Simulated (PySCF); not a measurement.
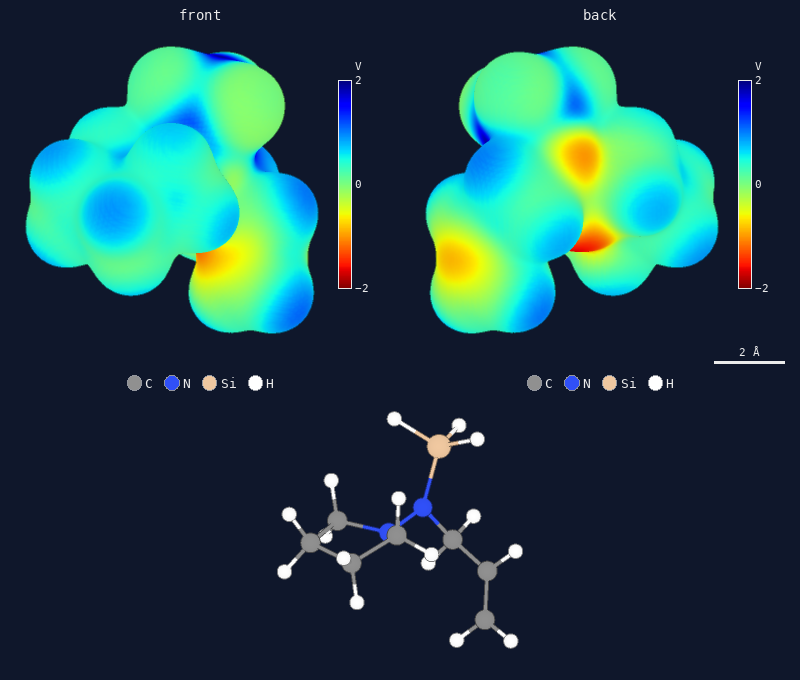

The picture shows: C$_{7}$H$_{16}$N$_{2}$Si. The electrostatic potential painted on the density surface at 0.004 e/bohr³, seen from the front and from behind; red is negative and blue positive. The bare structure is drawn below in the same view.

Geometry: PBE0-D3(BJ)/def2-SVP.

Computed with PBE0/pcSseg-1, SCF density, gas phase, non-relativistic in PySCF.

The calculation's input:

```
{"job": {"kind": "nmr", "xc": "PBE0", "basis": "pcSseg-1"}, "charge": 0, "multiplicity": 1}
C     -2.698849     1.278610    -1.214225
C     -2.567059     0.099135    -0.607335
C     -1.709265    -1.025050    -1.109402
N     -0.596780    -1.338823    -0.229832
Si    -0.683214    -2.608794     0.972355
N      0.364386    -0.339186    -0.183747
C      1.703062    -0.710250    -0.615469
C      2.591276     0.441822    -0.115291
C      1.646216     1.361298     0.681287
C      0.474127     0.457052     1.020652
H     -2.178937     1.490643    -2.154317
H     -3.326679     2.072896    -0.801194
H     -3.084803    -0.081732     0.343990
H     -1.319746    -0.777640    -2.112153
H     -2.319848    -1.939899    -1.215065
H     -1.403794    -2.247886     2.239847
H     -1.411038    -3.758713     0.356510
H      0.704258    -3.008648     1.351319
H      2.024851    -1.673483    -0.169253
H      1.725495    -0.840347    -1.709454
H      3.393311     0.052274     0.528828
H      3.079578     0.980311    -0.939726
H      2.122514     1.801544     1.568741
H      1.289489     2.186254     0.046404
H     -0.464691     0.998602     1.210266
H      0.699416    -0.158560     1.923630
```

Command:

```sh
OMP_NUM_THREADS=1 python probes_run.py task.json out
```

Q: Where is the surface potential most negative and most positive?

A: The most negative region (about −1.5 V) lies over N6, the most positive (about +1.6 V) over Si5. N6 is the likeliest acceptor of a hydrogen bond.

Q: What dipole moment does the calculation give?

A: Its dipole moment is 0.80 D.
